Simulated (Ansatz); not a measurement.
Consider MgSe in the rock salt structure (space group Fm-3m, No. 225; a = 5.3913 Å). Axes: x, y, z lie along the cube axes.

It is then changed as follows: biaxial strain −1.67 %, plane normal [111], relaxed out of plane (Cartesian); in-plane vectors clamped, the third vector and the atoms free.

All numbers come from Kohn–Sham DFT with the LDA functional, run in Ansatz (an electronic-structure program) with PAW and 420 eV plane waves, spin-orbit coupling left out.

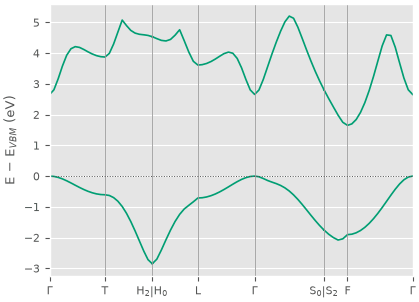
Figure: Highest valence and lowest conduction band along the path of the changed cell's own zone

### Question
From the figure, how large is the changed gap, and is it direct?

### Answer
About 1.7 eV, indirect, Γ → F.

Whether these cells are dynamically stable was not tested. k-point labels follow each cell's own Brillouin zone.
